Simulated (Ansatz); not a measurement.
**Molecular dynamics of C₂H₆O (part 3 of 3)**

The same run, continued: C₂H₆O (disordered cell, 36 atoms in the cell); DFT PBE-D3(BJ), scalar-relativistic, plane waves, PAW, no spin polarisation (Ansatz 0.2.0); cutoff 420 eV, 1×1×1 k-mesh, Fermi–Dirac smearing of 0.02 eV. It belongs to a series of runs on one base structure; here: dynamics from the last frame of the run before.

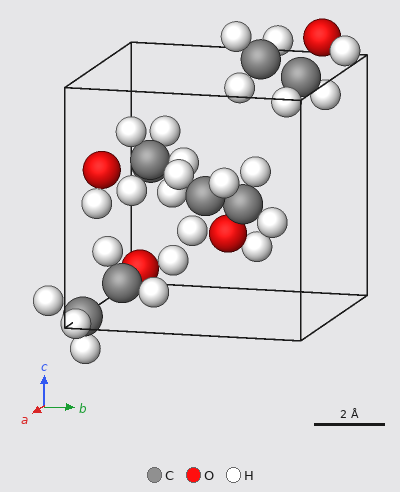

Figure 1. The geometry at step 300 of the log (spheres-only view of the cell of the calculation, seen slightly off an axis).

**Trajectory as extended XYZ, continued**
```
36
Lattice="7.0419 0.0000 0.0000 0.0000 7.0419 0.0000 0.0000 0.0000 7.0419" Properties=species:S:1:pos:R:3:forces:R:3 step=200 time_fs=100.0 energy=-4661.95556 temperature=351.4
C     4.4993   -0.4788    7.1391   -2.2270   0.9176  -0.8294
C     4.2898    0.7817    7.9318   -0.9973  -1.2494  -1.0582
O     2.9391    1.1764    7.7644   -0.6449   2.3523   1.3091
H     2.9427    2.1051    8.2498   -0.4915  -1.7519  -0.9548
H     4.5049    0.5745    8.9471    0.2500  -0.3747   1.6147
H     4.8896    1.6011    7.6750    1.4242   1.3002  -0.8424
H     5.4422   -0.8469    7.2868    2.5330  -0.7643   0.0010
H     3.8398   -1.2282    7.5250   -0.6186  -0.7173   0.6236
H     4.1851   -0.4461    6.0745    0.5844   0.4840   0.1882
C     5.0323    3.6087    3.4792   -1.2543   0.3028  -1.1501
C     3.7566    4.4276    3.1585    0.8493  -0.7074  -1.5230
O     3.1934    3.8140    1.9144   -1.0515   0.8509   0.2566
H     2.3166    4.2687    1.7262    1.1641  -0.4560   0.2949
H     2.9915    4.3491    3.9035   -0.5358   0.1310   0.8372
H     4.0110    5.4945    2.9327   -0.1345  -0.5771   0.2341
H     5.6860    4.2193    4.0695    0.3480   0.1795   0.8477
H     4.7829    2.6033    3.9166    0.4163   0.8293  -0.4294
H     5.5527    3.5741    2.4944   -0.1358  -0.6334   0.4622
C     1.5129    0.8232    4.4058    2.7851  -0.1620   1.3405
C     0.4135    0.5506    3.4476   -0.9082   1.7459   0.1883
O     0.0316   -0.8005    3.3713    0.3993  -0.9353  -1.9611
H     0.2745   -1.0231    2.3879   -0.5588   0.0668   1.7270
H    -0.4885    1.2197    3.7508    1.0308  -0.8818  -0.7539
H     0.8582    0.8635    2.4892   -0.6803   0.2504  -0.2237
H     1.9751    1.8732    4.2828   -0.6451  -1.3322  -0.0260
H     1.2870    0.7228    5.4913   -0.1913   0.1396  -0.5619
H     2.3587    0.0364    4.2339   -1.0295   1.3066   0.1344
C    -0.0758    4.0931   -0.2919    1.0856  -0.5868   0.3386
C     0.7183    5.4065   -0.4763   -1.0936  -1.2722  -1.4525
O     0.8723    6.1466    0.7120    0.5977  -0.4906   0.5734
H     1.6122    6.7760    0.6092    0.2019   0.4775   0.1196
H     1.6428    5.1560   -1.0813   -0.3794   0.5078   0.9074
H     0.0502    5.9646   -1.1450    0.2892   0.3713  -0.2739
H    -0.2000    3.6823   -1.3173   -0.5726   0.3614   0.4629
H     0.5334    3.2677    0.1665   -0.3719   0.6497   0.2567
H    -1.0205    4.2553    0.2889    0.5627  -0.3324  -0.6779
36
Lattice="7.0419 0.0000 0.0000 0.0000 7.0419 0.0000 0.0000 0.0000 7.0419" Properties=species:S:1:pos:R:3:forces:R:3 step=233 time_fs=116.5 energy=-4662.15301 temperature=393.8
C     4.5418   -0.3914    7.0788    1.8240   0.3451   0.6668
C     4.3111    0.8350    7.9508    0.0702   0.1146   0.2201
O     2.8900    1.1158    7.8120    0.2525   0.1894   0.3773
H     2.6535    1.7928    8.4747    0.2484   0.2557  -0.0946
H     4.5605    0.5716    9.0392   -0.1509   0.6260  -1.1387
H     4.9534    1.7245    7.5595   -0.9596  -1.0709   0.7607
H     5.6980   -0.4841    7.0083   -1.9795  -0.2997   0.1675
H     4.0358   -1.2824    7.5656    0.5901   0.7052  -0.9367
H     4.1865   -0.0985    6.0819   -0.1999  -0.6098  -0.0866
C     4.9742    3.6339    3.5102    0.5265   0.7695   0.8979
C     3.7143    4.3606    3.1603   -0.3413   0.4900   1.3750
O     3.1398    3.7821    2.0128   -2.1672   0.5061  -0.5463
H     2.2907    4.3150    1.8986    1.1027  -0.8054  -0.2844
H     2.9939    4.3790    4.0444    0.4808  -0.2380  -0.6936
H     3.9180    5.4119    2.9690    0.2552   0.5402  -0.1880
H     5.6262    4.3005    4.1378   -0.3261  -0.4609  -0.6917
H     4.7408    2.7750    4.1152   -0.0699  -0.7749   0.2609
H     5.4918    3.3102    2.6091    0.2768   0.0519  -0.1553
C     1.6800    0.9194    4.3358   -2.8557  -0.8189  -1.3691
C     0.3306    0.6026    3.4441    1.5913  -1.0617   1.1541
O     0.0282   -0.8643    3.3354    0.7314   1.5079  -1.4149
H     0.1934   -1.0711    2.3386   -0.1284   0.3813   1.5090
H    -0.4973    1.0977    3.9412   -0.4855   0.0160   0.1023
H     0.4511    1.0396    2.4423    0.0109  -0.1109   0.0545
H     1.9092    1.9532    4.2260    0.4725   1.0514  -0.3698
H     1.5286    0.7634    5.3885   -0.2260  -0.2972   0.5504
H     2.4317    0.2656    3.9679    1.0856  -0.4648  -0.3152
C     0.0337    4.0658   -0.2623   -0.6772   1.3592  -0.8002
C     0.6732    5.3883   -0.6005    1.2983   0.7811   0.8493
O     0.9030    6.0655    0.6971   -0.8057  -0.5778  -0.1294
H     1.4240    6.8776    0.5772    0.5523   0.2102  -0.0869
H     1.6850    5.3056   -1.0074    0.1228  -0.5100  -0.3855
H     0.1579    6.0679   -1.2942   -0.4778  -0.3807   0.1682
H    -0.2796    3.5578   -1.1711    0.5950  -0.6614  -0.1511
H     0.6534    3.5561    0.4533    0.3037  -0.8065   0.0560
H    -0.9194    4.3003    0.1846   -0.5403   0.0487   0.6679
36
Lattice="7.0419 0.0000 0.0000 0.0000 7.0419 0.0000 0.0000 0.0000 7.0419" Properties=species:S:1:pos:R:3:forces:R:3 step=267 time_fs=133.5 energy=-4662.05973 temperature=374.1
C     4.6433   -0.2716    7.0022   -1.6985   0.8708  -0.4911
C     4.2412    0.8578    7.9439   -0.3510  -0.5950  -1.1552
O     2.8279    1.0910    7.9251    0.1900  -2.4700  -1.1718
H     2.6979    1.9141    8.3459   -0.4008   2.1053   1.1587
H     4.5753    0.7262    8.9517    0.4153  -0.4281   0.9730
H     4.7143    1.7238    7.5580    0.6928   1.4191  -0.3337
H     5.6737   -0.3108    6.8067    1.6195   0.1336   0.2713
H     4.3247   -1.2259    7.3530   -0.3695  -1.0617   0.3489
H     4.2136   -0.1083    5.9900   -0.2261   0.0196   0.3991
C     4.9482    3.6288    3.5950   -0.3350  -2.2040  -0.0330
C     3.6731    4.3708    3.2139    0.3982   0.4413  -0.8943
O     2.9818    3.7285    2.0751    0.5253  -0.0477   0.6040
H     2.3620    4.3220    1.6037    0.2092   0.3469   0.5686
H     3.0329    4.4486    4.0858   -0.6462  -0.1396   0.2728
H     3.9543    5.4265    2.9628   -0.1774  -0.5766  -0.1931
H     5.6286    4.2400    4.1509    0.4336   0.8045   0.2667
H     4.8292    2.6919    4.2417   -0.4758   1.0252  -0.6134
H     5.4917    3.2243    2.7232   -0.1003   0.4404  -0.0932
C     1.6485    0.9367    4.0984    2.9709   1.5501   1.4033
C     0.3667    0.5634    3.5608   -3.6992   1.1545  -1.6982
O     0.1003   -0.7636    3.3168   -0.6454  -1.7031   2.3119
H     0.3583   -1.0232    2.4640    0.8319  -0.5825  -2.5447
H    -0.5522    0.8449    4.1733    1.2516   0.3065   0.2798
H     0.1078    1.1429    2.6411    0.4925  -0.0388  -0.0642
H     1.7511    2.0604    3.9507   -0.0948  -0.9109   0.4794
H     1.6450    0.7203    5.2059    0.6073   0.1911  -0.9062
H     2.6229    0.5566    3.5828   -1.7529   0.0650   0.7292
C     0.1027    4.0661   -0.2416   -0.1901  -2.8690  -0.0574
C     0.7282    5.3591   -0.6165    0.6235   0.1201  -0.4858
O     0.9288    5.9858    0.6385    1.1350   0.9785   1.0213
H     1.6698    6.6577    0.6792   -0.5681  -0.1342  -0.4545
H     1.6941    5.2290   -1.2046   -0.8036  -0.0159   0.6431
H     0.0720    5.9654   -1.2441   -0.0874   0.1316  -0.2331
H    -0.0056    3.3029   -1.0757    0.2989   0.8761   0.5613
H     0.7561    3.5829    0.5372   -0.3649   0.1243  -0.6180
H    -0.8969    4.0738    0.2410    0.2912   0.6728  -0.2517
36
Lattice="7.0419 0.0000 0.0000 0.0000 7.0419 0.0000 0.0000 0.0000 7.0419" Properties=species:S:1:pos:R:3:forces:R:3 step=300 time_fs=150.0 energy=-4662.23928 temperature=412.8
C     4.6560   -0.1359    6.9209    1.8938  -1.5386   0.1866
C     4.2049    0.9144    7.8732    0.0959   1.1087   1.9074
O     2.7754    1.0417    8.0379    0.1972   0.5294  -0.4836
H     2.6226    1.9891    8.2994    0.1188  -0.6182   0.0561
H     4.6617    0.6088    8.8728   -0.4515   0.2650  -0.6071
H     4.6102    1.9725    7.7390   -0.1827  -1.1221  -0.5247
H     5.8104   -0.0158    6.9378   -1.6603  -0.2852  -0.4318
H     4.4908   -1.2114    7.2976    0.0179   1.3274  -0.0776
H     4.2574   -0.1708    5.9036    0.0372   0.5847  -0.2154
C     4.8796    3.5901    3.6478    0.2254   2.2834  -1.1541
C     3.6399    4.3628    3.2162   -0.8191  -0.6024   0.5057
O     2.8648    3.6961    2.1761    0.9487  -1.0103   0.4180
H     2.4816    4.4512    1.7609   -1.1527   0.9179  -1.1229
H     2.8875    4.5225    4.0342    0.7684   0.1225  -0.0693
H     3.9180    5.3138    2.7834    0.3294   0.6632   0.1242
H     5.5265    4.3286    4.1914   -0.4017  -0.7941  -0.0224
H     4.6232    2.7218    4.1865   -0.0712  -1.1868   0.8722
H     5.4410    3.3562    2.7289    0.0154  -0.2473   0.1776
C     1.7380    1.0535    3.9804   -1.7593  -0.4005  -0.9394
C     0.2203    0.6436    3.5875    2.6763  -1.1043   0.0536
O     0.1762   -0.8301    3.2914   -0.1053   1.9185   0.3844
H     0.5207   -0.8833    2.3671   -0.1741  -0.2255   0.1053
H    -0.4251    0.8896    4.4077   -0.7602  -0.2159   0.5093
H    -0.0799    1.2023    2.6962   -0.0531   0.0843  -0.0638
H     1.9593    2.1141    3.9955   -0.3953   0.5354   0.0910
H     2.1496    0.6021    4.8590   -0.2679  -0.4386   0.9570
H     2.3121    0.6670    3.1699    0.6720  -0.3314  -0.7833
C     0.1605    3.9121   -0.2634    0.1192   1.2650   0.3485
C     0.7776    5.2860   -0.5932   -0.0812  -1.0119   0.4371
O     1.0549    5.9988    0.6545    0.1962   0.1934  -1.1900
H     1.5660    6.8198    0.4043   -0.1346  -0.4088   0.6150
H     1.7150    5.1197   -1.1566   -0.1237   0.3548   0.0340
H     0.0238    5.8031   -1.2264    0.6089   0.1545   0.1929
H     0.1749    3.2844   -1.1298   -0.4543  -0.3032  -0.9266
H     0.6930    3.3266    0.4728    0.4248   0.0714   0.6503
H    -0.8405    4.1403    0.1074   -0.2974  -0.5342  -0.0143
36
Lattice="7.0419 0.0000 0.0000 0.0000 7.0419 0.0000 0.0000 0.0000 7.0419" Properties=species:S:1:pos:R:3:forces:R:3 step=333 time_fs=166.5 energy=-4662.09559 temperature=381.6
C     4.6870   -0.0351    6.8428   -2.4968   2.0124   0.8425
C     4.1910    1.0037    7.9014    0.2708  -0.5280  -0.5031
O     2.7531    1.0085    8.0567    0.3493   1.6810   0.4827
H     2.5782    1.8575    8.6262    0.3116  -1.3455  -1.2806
H     4.6558    0.8873    8.8963    0.0680  -0.0965  -0.1582
H     4.4844    1.9573    7.4607    0.1535   0.5403   0.2506
H     5.7306    0.0624    6.7697    1.4784   0.0971  -0.3702
H     4.3965   -1.0212    7.0941   -0.2666  -1.3690   0.3155
H     4.1342    0.3009    5.9496    0.5146  -0.4375  -0.3212
C     4.7863    3.5619    3.6390   -1.5662  -0.8812   0.5379
C     3.5671    4.4052    3.2118    1.6765   0.1027  -0.7918
O     2.7808    3.6843    2.2545    0.0256  -0.0352  -0.0145
H     2.1543    4.3065    1.8549   -0.1249   0.3235  -0.0945
H     3.0113    4.6358    4.1170   -0.5059   0.1709   0.2079
H     3.9646    5.3693    2.7674   -0.5259  -0.6386   0.2673
H     5.2935    4.1749    4.3689    0.5005   0.1639   0.4261
H     4.3682    2.6321    4.1835    0.8900   1.0036  -0.8605
H     5.5016    3.3063    2.8383   -0.3880  -0.0311   0.1074
C     1.6696    1.0828    3.8160    1.6476  -0.6942   0.6751
C     0.2883    0.5993    3.6244   -1.3802   1.2091   0.7660
O     0.2407   -0.7379    3.3112   -0.0050  -2.1844  -2.5296
H     0.4658   -0.9039    2.3014   -0.3073   0.5326   1.9520
H    -0.2062    0.6780    4.6624   -0.0820   0.2530  -1.3987
H    -0.2186    1.2594    2.8369    0.0555  -0.6070   0.9413
H     1.6035    2.1260    4.2031    0.6246  -0.2912  -0.6883
H     2.1126    0.4576    4.6549   -0.1826   0.5885  -0.7503
H     2.2603    0.8314    2.8629   -0.5998   0.8272   1.7186
C     0.2041    3.8056   -0.2778    0.5570   0.6598  -0.6827
C     0.8506    5.1889   -0.5301    0.6037  -0.0480  -0.3090
O     1.1745    5.9620    0.6364   -1.0353  -1.3438   1.0217
H     1.6493    6.7836    0.4431    0.5033   0.4833  -0.1211
H     1.8126    4.9997   -1.0437   -0.1380  -0.0678  -0.1407
H     0.2579    5.8151   -1.1981   -0.3274  -0.1213  -0.2630
H     0.2222    3.3491   -1.3193   -0.1570   0.0852   1.2119
H     0.8649    3.2273    0.4130   -0.6069   0.0592  -0.4347
H    -0.8442    3.8666    0.0815    0.4656  -0.0730  -0.0119
36
Lattice="7.0419 0.0000 0.0000 0.0000 7.0419 0.0000 0.0000 0.0000 7.0419" Properties=species:S:1:pos:R:3:forces:R:3 step=367 time_fs=183.5 energy=-4662.14489 temperature=392.4
C     4.5941    0.1485    6.8018    2.2635  -2.1516  -0.1255
C     4.2089    1.1227    7.8602    0.9314  -0.0746  -0.5741
O     2.8191    1.0077    7.9997   -0.6942   0.4691  -0.0676
H     2.5122    1.8637    8.3437   -0.1659   0.2222   0.2212
H     4.7261    0.7743    8.7785   -0.0532   0.5788   0.0657
H     4.5283    2.1509    7.5500   -0.2584  -0.3659   0.4895
H     5.7302    0.1240    6.6582   -1.0784  -0.0080   0.5431
H     4.3180   -0.9180    7.1770    0.2436   1.3800  -0.8975
H     4.2740    0.3487    5.7794   -0.7727   0.0129  -0.0256
C     4.6430    3.5530    3.6784    1.9077   0.4133  -1.2417
C     3.5424    4.4378    3.2006   -1.4487   0.3264   1.2489
O     2.6819    3.6924    2.3022   -0.4170   0.7092  -0.5003
H     1.9564    4.2845    1.9287    1.1421  -0.2647   0.5765
H     2.9330    4.8152    4.0635    0.0962  -0.2790  -0.3757
H     3.9476    5.3403    2.7559    0.2227   0.3469  -0.5860
H     5.3105    3.8573    4.5059   -0.4318   0.7171  -0.3934
H     4.3511    2.5903    3.9538   -1.1644  -1.7993   0.5528
H     5.2848    3.3709    2.7869    0.1491   0.0777   0.4287
C     1.6964    1.1441    3.8228   -2.7854   0.9596   3.1100
C     0.2498    0.6182    3.7148    0.8982  -1.5685  -1.4017
O     0.2474   -0.8032    3.2726   -0.1973   0.8620   1.1292
H     0.5389   -0.8298    2.3520    0.1154  -0.0456  -0.6467
H    -0.3781    0.5879    4.5854    0.1742   0.2042   1.1284
H    -0.3589    1.1534    3.0047   -0.1212   0.6959  -0.6850
H     1.7608    2.2005    4.1434   -0.3637  -0.1766   0.0522
H     2.2033    0.5805    4.5707    0.5740  -0.6898   0.7639
H     2.2251    1.1169    2.9628    1.3422  -0.5298  -2.8155
C     0.2992    3.7964   -0.2882   -0.4833  -0.2946   1.2838
C     0.9832    5.0819   -0.5499    0.3362   1.9030  -0.9869
O     1.2149    5.8104    0.6881   -0.4844  -1.1518   0.2749
H     1.9507    6.4411    0.6683    0.3239   0.5169  -0.4637
H     1.9459    4.9625   -1.1410   -0.7248  -0.0940   0.7226
H     0.3325    5.7315   -1.2005    0.4175  -0.4449   0.3221
H     0.0627    3.2866   -1.1824    0.1129  -0.7241  -1.3907
H     0.8738    3.1397    0.3560    0.4419  -0.3826   0.0765
H    -0.6781    3.8560    0.2076   -0.0479   0.6503   0.1877
36
Lattice="7.0419 0.0000 0.0000 0.0000 7.0419 0.0000 0.0000 0.0000 7.0419" Properties=species:S:1:pos:R:3:forces:R:3 step=400 time_fs=200.0 energy=-4662.08614 temperature=379.8
C     4.6538    0.2307    6.7109   -0.4583   1.0707  -0.8761
C     4.2822    1.2160    7.7967   -0.6068  -0.0947   0.9212
O     2.8207    1.0818    7.9175    1.3469  -1.9911  -0.8037
H     2.4922    1.9151    8.1747   -0.7067   2.1140   0.8668
H     4.7538    0.9918    8.7992   -0.3311  -0.1432  -0.7365
H     4.4849    2.2929    7.6353    0.1827  -0.3466  -0.4777
H     5.6940    0.0848    6.4867    0.8473   0.2202   0.1657
H     4.2583   -0.7333    6.9415   -0.4062  -1.0202   0.4844
H     4.1603    0.5214    5.7575    0.2427   0.0144   0.3244
C     4.5543    3.4945    3.6490   -1.3197  -0.3283   1.5857
C     3.4684    4.4598    3.2096    0.5254   0.0890  -1.7858
O     2.6008    3.7548    2.3330   -1.0978   0.6840  -1.0155
H     2.0991    4.4845    1.8525    0.2158  -0.9191   0.1933
H     2.8698    4.8974    4.0100    0.1032  -0.0684   0.5863
H     3.8666    5.3319    2.6046    0.2039  -0.4851   0.7408
H     4.9721    4.0346    4.4954    0.7486  -0.2854   0.4460
H     4.0557    2.5262    4.0500    0.8544   1.3615  -0.6435
H     5.3424    3.2685    2.9340   -0.0689   0.0281  -0.2896
C     1.6251    1.1632    3.9813    2.4277  -1.0923  -2.6044
C     0.2602    0.5363    3.7183   -1.0674   1.8020   1.1919
O     0.2303   -0.8086    3.2818   -0.6045   0.4275   2.3986
H     0.4730   -0.8519    2.3787    0.5566  -0.1653  -2.0795
H    -0.2755    0.6418    4.7185    0.1213  -0.7023  -0.9112
H    -0.3520    1.2592    3.0649    0.7339  -0.9625   0.3192
H     1.6090    2.2491    4.1155   -0.3217  -0.0525   0.4494
H     2.2741    0.6288    4.7550   -1.0139   0.6434  -0.7206
H     2.2433    1.1033    2.9432   -1.1282  -0.1409   2.3099
C     0.3635    3.7448   -0.2760   -0.4356  -0.6452  -1.4038
C     1.1032    5.0606   -0.5818   -0.3965  -1.9574   1.3630
O     1.2686    5.6089    0.7592    0.8141   2.1539  -0.9722
H     1.7885    6.4677    0.6079   -0.4414  -0.7849   0.6660
H     2.0874    4.8449   -0.9567    0.7008   0.0036  -0.5857
H     0.5483    5.6871   -1.2700   -0.2232   0.4317  -0.0432
H    -0.0239    3.1811   -1.2056    0.4957   0.9586   1.1737
H     0.9717    3.0089    0.2985   -0.1867   0.5715  -0.2582
H    -0.4777    4.0697    0.3448   -0.3066  -0.3890   0.0208
```

**Results in brief**

| quantity | value |
| --- | --- |
| outcome | finished |
| mean temperature over the second half | 370 K |
| trajectory | 400 steps, 200 fs |
| ensemble | nve |
| temperature in the input | 400.0 K |
| time step | 0.5 fs |
| electrons treated | 80 |
| potential energy (free energy of the electrons) (last step) | −4662.0861 eV |
| Fermi energy (last step) | 0.958 eV |
| largest force (length of the vector) (last step) | 3.724 eV/Å |
| hardware | 1 thread of Intel Xeon (Sapphire Rapids), 16 GiB of memory available, shared host |
| wall time | 7 min |
| peak memory | 0.46 GiB |

**Remarks**

The input asks for low accuracy. The k-point mesh is coarse for a cell of this size, so the results may not be converged. So short a trajectory is not equilibrated.
